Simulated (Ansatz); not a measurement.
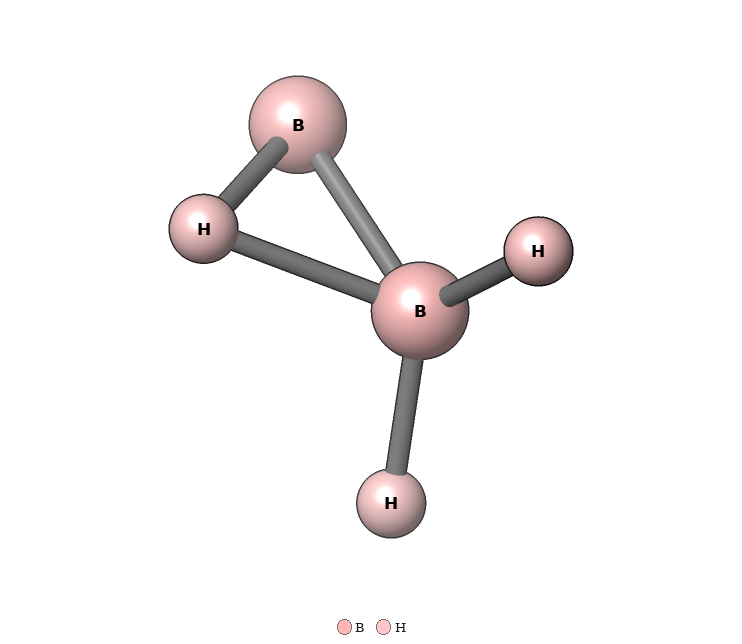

Depth is shown by fading: the farther an atom, the more it takes the colour of the background. State: neutral, doublet. The computed structure is the end point of a PBE-D4/def2-SVP optimisation. No frequency run is at hand to confirm it as a minimum.

### List the symmetry elements and name the point group.

It has 1 mirror plane, so the point group is Cs. The group has 2 operations. The geometry is achiral, and symmetry allows a dipole moment.
